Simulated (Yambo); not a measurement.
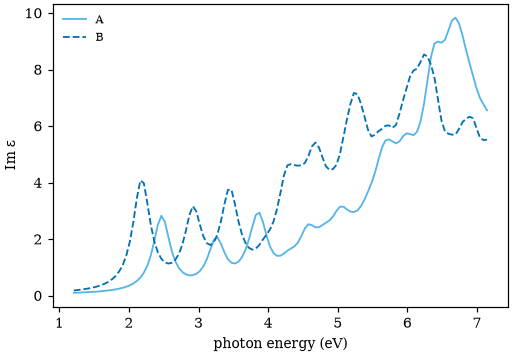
Two computed absorption spectra of AgI (space group P6_3mc, No. 186) (Yambo, PBEsol bands with the same scissor, field along x)

Axes are Cartesian, with cell vectors (Å) (4.43, 0.00, 0.00), (-2.22, 3.84, 0.00), (0.00, 0.00, 14.59).

Which curve includes the electron-hole attraction (BSE)?

Curve B: the attraction moves weight to lower energy (centre of the plotted range 5.1 eV against 5.5 eV). Settings: 6×6×1 mesh, 31 valence and 8 conduction bands, static screening with 150 bands and a 3 Ry block, scissor 1.15 eV, Tamm-Dancoff. The scissor comes from a G0W0 run whose convergence isn't established. Broadening 0.15 eV. The band window holds all transitions up to 7.2 eV. On this mesh the peak heights and the fine structure are mesh artefacts; only the shift of weight is robust.

Spin-orbit coupling is not included.

Geometry relaxed with PBE+D3(BJ); primitive cell a = b = 4.4329 Å, c = 14.5868 Å, α = β = 90.00°, γ = 120.00°.
